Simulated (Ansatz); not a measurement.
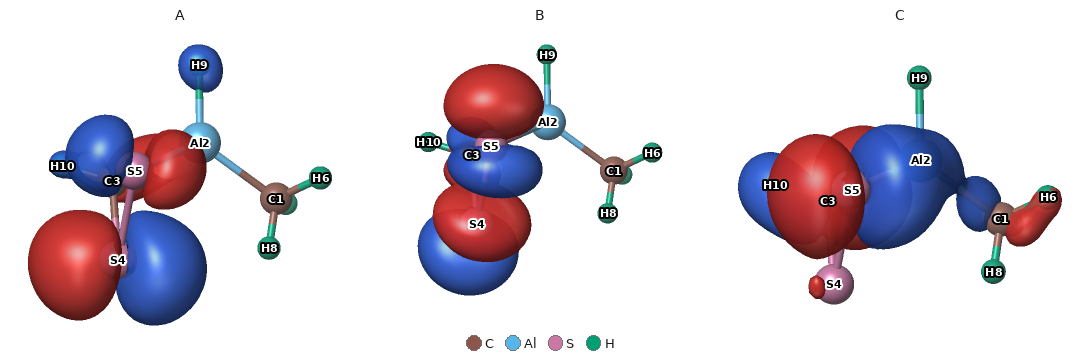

*C2H5AlS2. Three frontier orbitals at ±0.1 Å⁻³ᐟ² (blue and red are the two phases), in no order.*

Method: Ansatz, UKS PBE/6-31G*.

```xyz
10

C    -1.5931   -0.6634   -0.0544
Al    0.0611   -0.0551    0.8149
C     1.7429    0.1650   -0.2232
S     1.3947    0.6556   -1.9453
S     1.1855    1.9639   -0.3002
H    -2.4798   -0.1736    0.3837
H    -1.7271   -1.7530    0.0768
H    -1.5843   -0.4598   -1.1380
H     0.2675    0.1870    2.3909
H     2.8158    0.0823   -0.0022
```

Order the three orbitals by energy and name them.

C is the HOMO−1 (−6.45 eV). Its weight (Hirshfeld) is mainly on S5 (about 45 %), C3 (about 30 %) and Al2 (about 15 %); π-antibonding (π*) across S5–C3. A is the HOMO (−5.54 eV). It lies mainly on S4 (about 65 %), S5 (about 20 %) and C3 (about 5 %). B is the LUMO (−3.14 eV). It lies mainly on S4 (about 50 %), S5 (about 40 %) and C3 (about 5 %).

What is the HOMO–LUMO gap?

2.40 eV between the orbital energies.
